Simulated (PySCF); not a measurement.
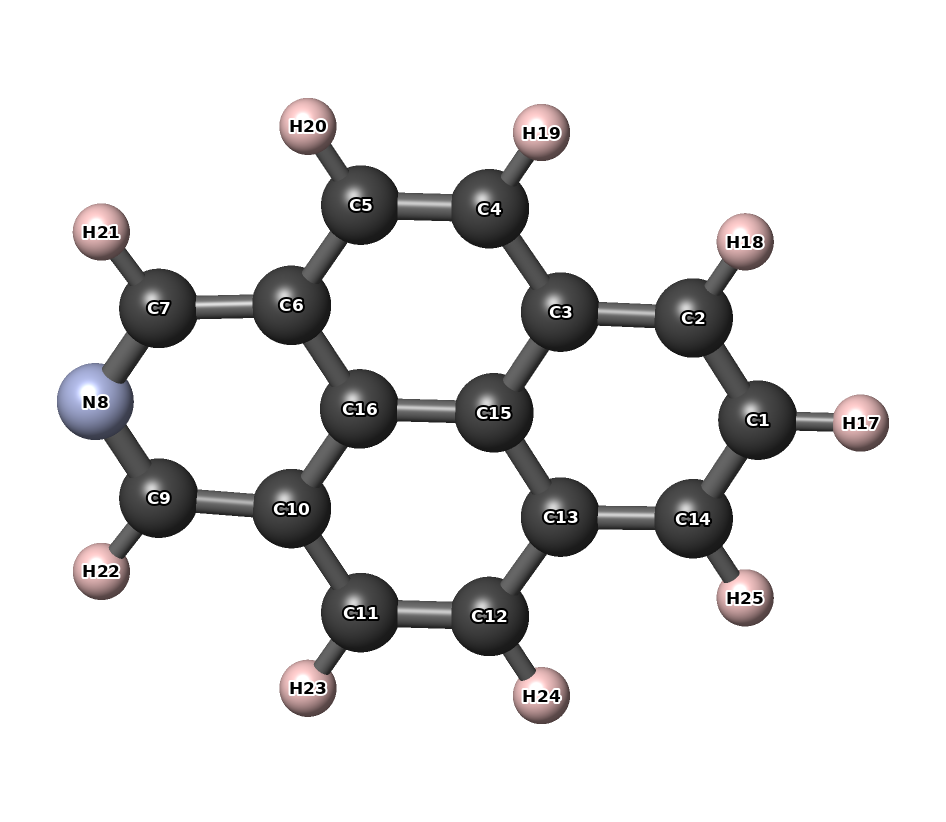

The thickness of each stick grows with its Mayer bond order. Computed geometry: GFN2-xTB optimisation. No frequency run is at hand to confirm it as a minimum. Level of theory: PBE0/def2-SVP (PySCF 2.14.0).

List the Mayer bond orders of C1–C2, C7–N8, C6–C7, C5–C6, C6–C16, C4–C5, C3–C4, C2–C3, C3–C15, C15–C16 (bonds between heavy atoms, one of each equivalent set).

| bond | Mayer order | length (Å) |
| --- | --- | --- |
| C1–C2 | 1.37 | 1.384 |
| C7–N8 | 1.54 | 1.320 |
| C6–C7 | 1.32 | 1.398 |
| C5–C6 | 1.14 | 1.426 |
| C6–C16 | 1.27 | 1.415 |
| C4–C5 | 1.57 | 1.354 |
| C3–C4 | 1.16 | 1.428 |
| C2–C3 | 1.33 | 1.396 |
| C3–C15 | 1.26 | 1.416 |
| C15–C16 | 1.26 | 1.413 |
